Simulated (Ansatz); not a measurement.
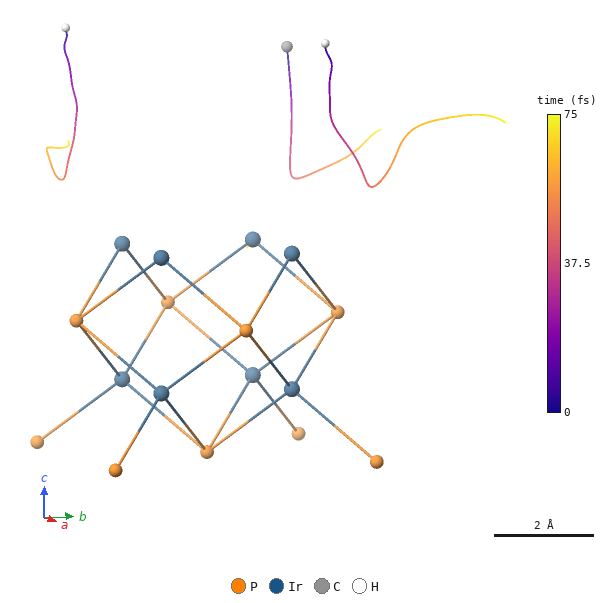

First-principles dynamics of CH2 on PIr2(001) (15 atoms in the cell), 75 fs long. Lines trace each atom's path, coloured by time; spheres stand at the starting positions. Fixed atoms have no trace. Seen slightly off an axis in the simulation cell, with the vacuum cut short.

Computed with DFT r2SCAN, scalar-relativistic, plane waves, PAW (Ansatz 0.2.0). Run with plane-wave cutoff 500 eV; k-point mesh 3 × 3 × 1; Fermi-Dirac smearing 0.05 eV; 2 atoms held fixed; constant energy (NVE); time step 0.5 fs; at the start 3 atoms move with typed velocities and the others are at rest.

**How do the atoms move?**

Root-mean-square distances from the starting positions over the second half, with the common drift of all atoms taken out: H 2.86 Å, C 2.57 Å, P 0.10 Å, Ir 0.05 Å. The run lasts only 75 fs, too short to tell vibration from diffusion.

Limits of the set-up: the k-point mesh is coarse for a cell with partly filled bands; the periodic images lie only 5.5 Å apart, so the values are limited by the cell's size.

Cost: 30 min on 4 threads of Intel(R) Xeon(R) Platinum 8375C CPU @ 2.90GHz (Ice Lake) (shared host), peak memory 2.7 GiB.
